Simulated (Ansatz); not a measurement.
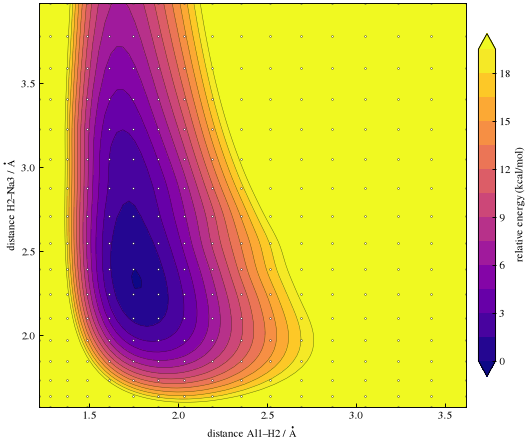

The system Al + HNa, spin multiplicity 2. 
- Coordinates scanned: (1) distance Al1–H2; (2) distance H2–Na3.
- Nothing is relaxed (the angle Al1–H2–Na3 is fixed at 90 degrees).
- Grid: 17 × 17 points.
- Energies are in kcal/mol, from the lowest grid point.
- In part of the range the unrestricted reference is strongly spin-contaminated.
- These are results of Ansatz 0.2.0, UKS PBE0-D4/def2-TZVPD, not measurements.

Drawn: filled contours, dots at the grid points, one colour for all values above the top of the scale. Between grid points the surface is interpolated.

### Where is the minimum, and how stiff is the well along each coordinate?

The interpolated minimum is at distance Al1–H2 ≈ 1.763 Å, distance H2–Na3 ≈ 2.330 Å. The curvatures there are about 6 eV/Å² and 1.4 eV/Å², with a cross term of about 1.1 eV/Å². Round the minimum the valley is somewhat tilted: raising distance Al1–H2 shifts the best value of distance H2–Na3 downwards (coupling k₁₂/√(k₁₁k₂₂) about 0.4). (1 eV is 23.1 kcal/mol.)
